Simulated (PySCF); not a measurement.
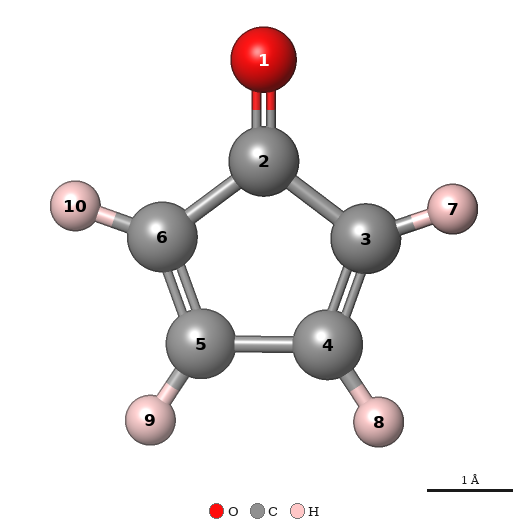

Orthographic view. Distant atoms are faded towards the background colour. The computed structure is the end point of a PBE0-D3(BJ)/def2-SVP optimisation. No frequency run is at hand to confirm it as a minimum.

Give the geometry as a Z-matrix, atoms in numerical order, with these reference atoms: 2 to 1; 3 to 2, 1; 4 to 3, 2, 1; 5 to 4, 3, 2; 6 to 5, 4, 3; 7 to 3, 4, 5; 8 to 4, 3, 7; 9 to 5, 6, 2; 10 to 6, 5, 9.

```
O  
C    1   1.204
C    2   1.506   1   127.0
C    3   1.341   2   107.2   1   180.0
C    4   1.496   3   109.8   2     0.0
C    5   1.341   4   109.8   3     0.0
H    3   1.089   4   129.1   5   180.0
H    4   1.091   3   126.7   7     0.0
H    5   1.091   6   126.7   2   180.0
H    6   1.089   5   129.1   9     0.0
```
